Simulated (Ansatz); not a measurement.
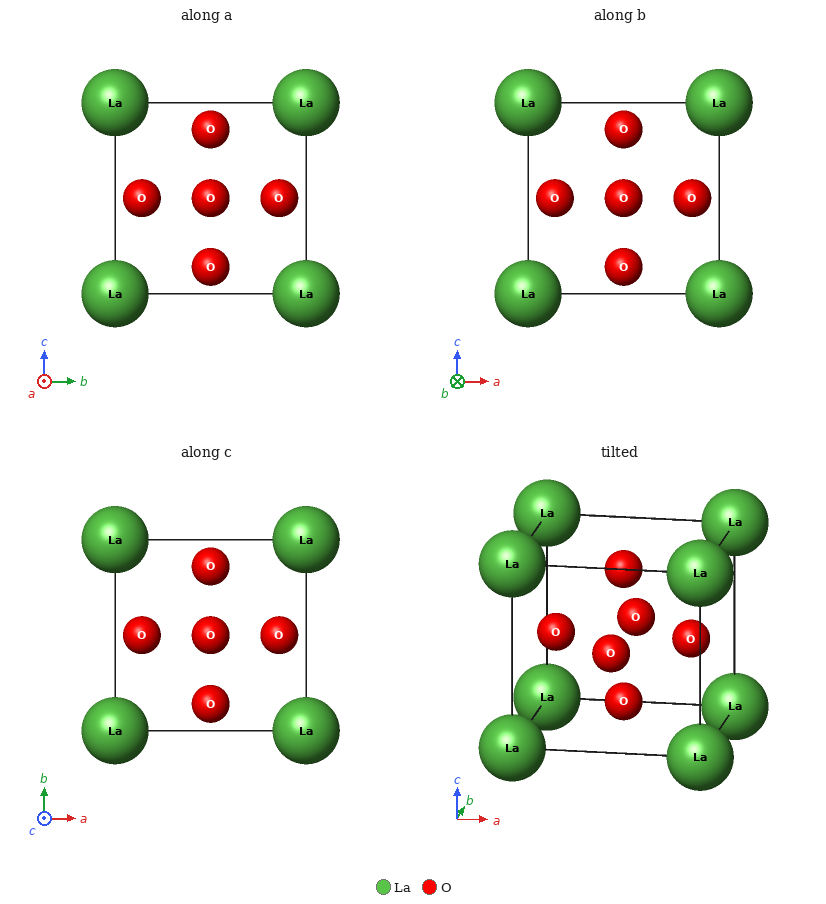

Spheres-only representation of a periodic structure, projected along the a axis, along the b axis, along the c axis and slightly off an axis. The conventional unit cell is outlined; an atom on or near a face, edge or corner is repeated at each equivalent position.

Lattice parameters: a = 4.693 Å, b = 4.693 Å, c = 4.693 Å, α = 90.00°, β = 90.00°, γ = 90.00°.

Q: Transcribe the picture into a table of Wyckoff sites, with free fractional coordinates to two decimals.

A: Space group Pm-3m (No. 221).
```json
{"atom": "La", "site": "1a", "x": "0.00", "y": "0.00", "z": "0.00"}
{"atom": "O", "site": "6f", "x": "0.86", "y": "0.50", "z": "0.50"}
```

The cell started as a structure type filled with these elements by a generator (whether the compound takes this form wasn't checked). The geometry is the end of a relaxation with Ansatz 0.2.0, DFT PBE, scalar-relativistic, plane waves, PAW.
